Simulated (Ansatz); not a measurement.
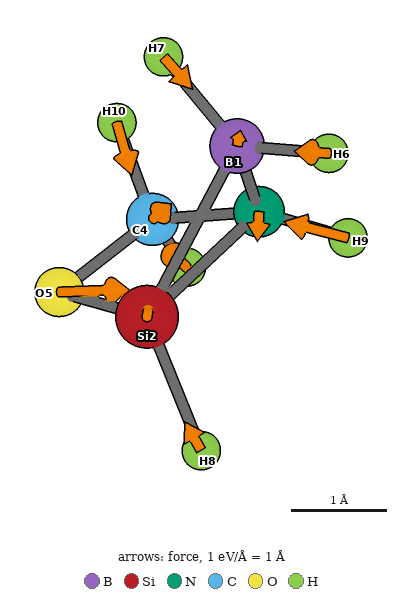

Starting geometry of CH$_{6}$BNOSi with the computed forces as orange arrows. A ball-and-stick model, seen from a free direction.

The start comes from PBE-D4/def2-SVP.

All numbers below come from Ansatz, RKS PBE0-D4/def2-TZVP.

Input
```yaml
crystal:
  periodic: [false, false, false]
  atoms:
    - {symbol: B, position_ang: [-1.442318, 0.126130, 0.230285]}
    - {symbol: Si, position_ang: [-0.171589, -1.450895, -0.040038]}
    - {symbol: N, position_ang: [0.047085, 0.446852, 0.497803]}
    - {symbol: C, position_ang: [0.998954, 0.511217, -0.647938]}
    - {symbol: O, position_ang: [0.969747, -0.790723, -1.191249]}
    - {symbol: H, position_ang: [-2.092979, 0.019015, 1.253705]}
    - {symbol: H, position_ang: [-1.913949, 0.531839, -0.816749]}
    - {symbol: H, position_ang: [0.613836, -2.263078, 0.979068]}
    - {symbol: H, position_ang: [0.373048, 0.758818, 1.417000]}
    - {symbol: H, position_ang: [0.669732, 1.274446, -1.391029]}
    - {symbol: H, position_ang: [2.013834, 0.779479, -0.270258]}
basis:
  gaussian: {orbitals: def2-TZVP}
hamiltonian: {xc: pbe0, dispersion: d4}
relax: {f_tol: 0.005, max_steps: 150}
```

Run as
```bash
ansatz run in.yaml --threads 4 --pin off --events-out ev --progress --plain --max-ram 10444MiB
```

### What follows when this structure is relaxed?

It isn't relaxed: the largest force vector, on Si2, is 1.08 eV/Å. The final displacements follow the starting forces only in part (cosine between the two patterns 0.35). After 10 accepted moves (12 points after the start) the energy has fallen by 2.30 kcal/mol. Largest force component: 0.8 eV/Å at the start, 0.0024 eV/Å at the end. The line search rejected the trial steps at points 6, 10 of the run. The atom that moves furthest after the best rigid fit is H8 (0.16 Å). Largest moves by element: H 0.16 Å, Si 0.10 Å, O 0.08 Å, B 0.05 Å, N 0.04 Å, C 0.02 Å. Some distances before and after: Si2–N3 1.985 → 1.885 Å, B1–Si2 2.043 → 1.975 Å, Si2–O5 1.750 → 1.695 Å, B1–N3 1.547 → 1.588 Å. Bond angles that change, for instance: N3–Si2–H8 105.8° → 115.5°, Si2–N3–H9 124.7° → 132.9°, Si2–B1–H7 112.6° → 118.8°.
